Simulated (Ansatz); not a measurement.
BFH4OSi

| atom | x (Å) | y (Å) | z (Å) |
| --- | --- | --- | --- |
| B | -0.7854 | 1.3556 | -0.1410 |
| O | -0.1530 | 0.4065 | 0.6058 |
| Si | 0.5726 | -1.0649 | 0.2110 |
| F | 2.1846 | -0.8698 | 0.3728 |
| H | -0.9484 | 1.1860 | -1.3384 |
| H | -1.1764 | 2.3536 | 0.4288 |
| H | 0.1168 | -2.0685 | 1.2109 |
| H | 0.2780 | -1.4254 | -1.2074 |

Theory: RKS BLYP-D4/def2-SVP (Ansatz).

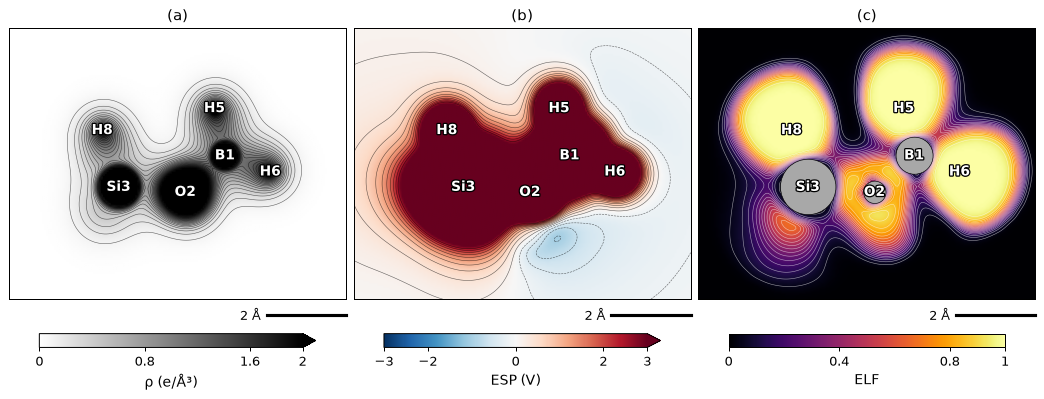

Figure 1. (a) electron density; (b) electrostatic potential; (c) electron localisation function on the plane of atoms O2, B1 and H6. Grey discs cover the atomic cores in the ELF map.

Q: Describe what can be read from this map.

A:
- Atoms in the plane: B, O, Si and H.
- B–O (1.36 Å): the density is about 2 e/Å³ at the midpoint; the ELF peaks at about 0.90 between the atoms, as expected for a shared but strongly polarised pair.
- Si–O (1.69 Å): ρ is about 1 e/Å³ halfway; the ELF peaks at about 0.90 between the atoms, as expected for a shared but strongly polarised pair.
- B–H (1.21 Å): ρ at the midpoint is about 1.2 e/Å³; the ELF climbs to about 1 towards the hydrogen, as it does in any bond to H; an ordinary covalent bond to hydrogen.
- Si–H (1.49 Å): ρ at the midpoint is about 0.78 e/Å³; the ELF climbs to about 1 towards the hydrogen.
- The ELF also peaks beside O2, away from the bonds: lone-pair regions.
- Outside the dense part of the molecule the potential is most negative (−1.0 V) near O2.

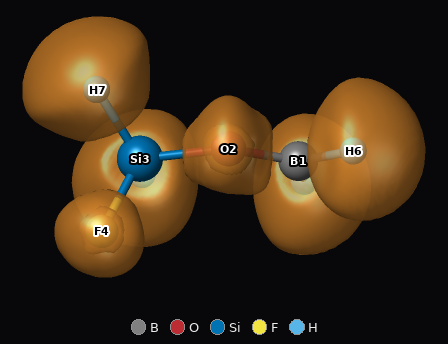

Figure 2. Isosurface of the ELF at 0.75 (orange), seen from one side. Core shells and regions of very low density are left out.

Q: Identify the bonds, lone pairs and shells in this picture.

A: At this value the surface marks out four regions around hydrogen nuclei, one region on O in which the atom's valence shell and bonds are merged and one region wrapped around F (its lone pairs, merged into a ring or cap). Along the contacts the grid gives the following. Si–F (1.63 Å): the ELF peaks at about 0.90 in the valence shell of F, 0.6 Å from its nucleus, and is about 0.35 at the midpoint.

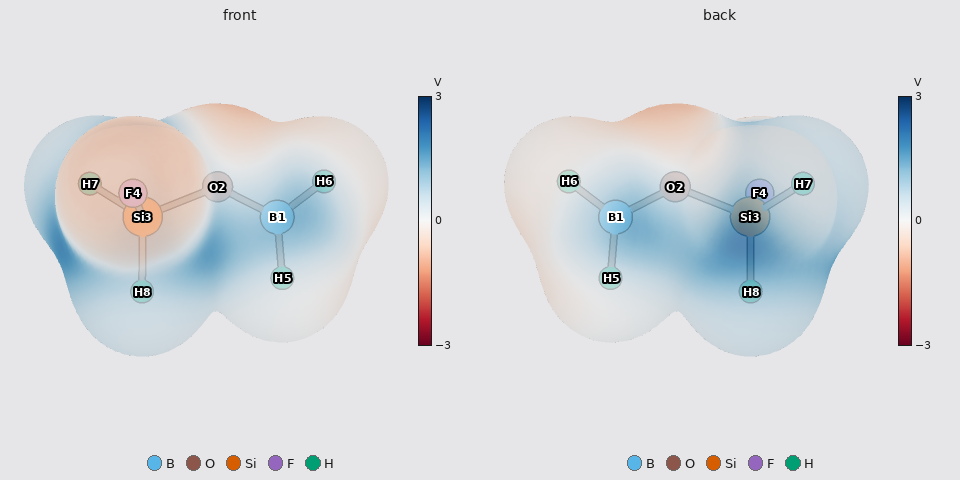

Figure 3. The electrostatic potential painted on the density surface at 0.002 e/bohr³, seen from the front and from behind; the colour scale runs from red (negative) to blue (positive).

Q: Where is the surface potential most negative and most positive?

A: The most negative region (about −0.8 V) lies over O2 and F4, the most positive (about +2.0 V) over Si3.
